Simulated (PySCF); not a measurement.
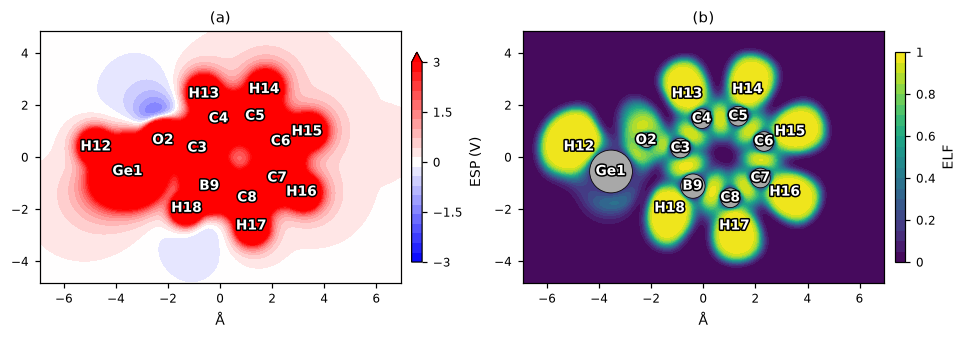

*C$_{6}$H$_{9}$BGeO (SMILES [GeH3][O]C1=CC=CC=CB1). (a) electrostatic potential; (b) electron localisation function on the plane of atoms C5, C4 and H13. Grey discs cover the atomic cores in the ELF map.*

Geometry: PBE0-D3(BJ)/def2-SVP.

Theory: CAM-B3LYP/def2-SVPD, SCF density, gas phase (PySCF 2.14.0).

The calculation's input:

```
{"job": {"kind": "uv", "xc": "CAM-B3LYP", "basis": "def2-SVPD", "ip": true}, "charge": 0, "multiplicity": 1}
Ge     3.098415     1.125751    -0.023256
O      1.820360     0.201655    -0.915200
C      0.571752    -0.032021    -0.480591
C     -0.187054    -0.787962    -1.373010
C     -1.514364    -1.230963    -1.274311
C     -2.466573    -1.062809    -0.282001
C     -2.361272    -0.376920     0.942395
C     -1.276367     0.307551     1.463446
B      0.093915     0.515471     0.874508
H      2.652708     2.583092     0.160218
H      3.407875     0.427232     1.308167
H      4.268725     1.010803    -1.009413
H      0.345893    -1.073020    -2.287581
H     -1.852533    -1.813990    -2.137434
H     -3.435984    -1.530426    -0.479348
H     -3.274924    -0.399727     1.549748
H     -1.466198     0.756115     2.446416
H      0.902378     1.166304     1.510234
```

Launched as:

```sh
OMP_NUM_THREADS=1 python probes_run.py task.json out
```

### What do the fields say about this system?

- The section cuts through Ge, O, C, B and H sites.
- C–O (1.34 Å): the ELF peaks at about 0.90 between the atoms, as expected for a shared but strongly polarised pair.
- C–C (1.38 Å): the ELF peaks at about 0.95 between the atoms; a covalent bond.
- C–B (1.51 Å): the ELF peaks at about 0.95 between the atoms (a covalent bond).
- Ge–O (1.81 Å): the ELF peaks at about 0.85 in the valence shell of O, 0.6 Å from its nucleus, and is about 0.35 at the midpoint.
- C–H (1.09 Å): the ELF climbs to about 1 towards the hydrogen, as it does in any bond to H: a covalent bond by its length.
- The ELF also peaks beside O2, away from the bonds: lone-pair regions.
- Outside the dense part of the molecule the potential is most negative (−1.5 V) near O2.
